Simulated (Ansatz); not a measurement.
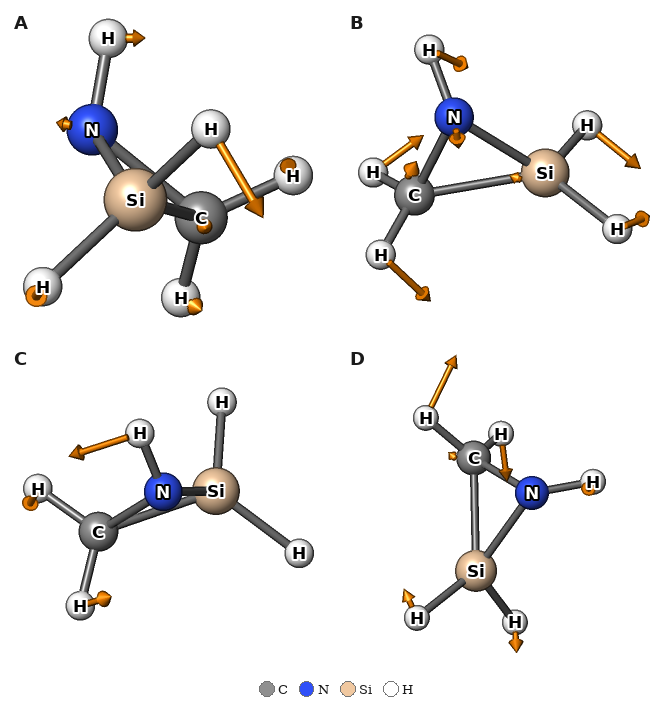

4 normal modes of one molecule or complex, as arrows. Harmonic vibrations computed with RKS PBE0-D4/def2-TZVP (Ansatz 0.2.0) at a stationary point of the same level.

> Match the panels to the wavenumbers 632 cm⁻¹, 815 cm⁻¹, 1050 cm⁻¹, 1232 cm⁻¹.

A: 632 cm⁻¹
B: 1050 cm⁻¹
C: 1232 cm⁻¹, angle bending
D: 815 cm⁻¹, H–C–Si bending
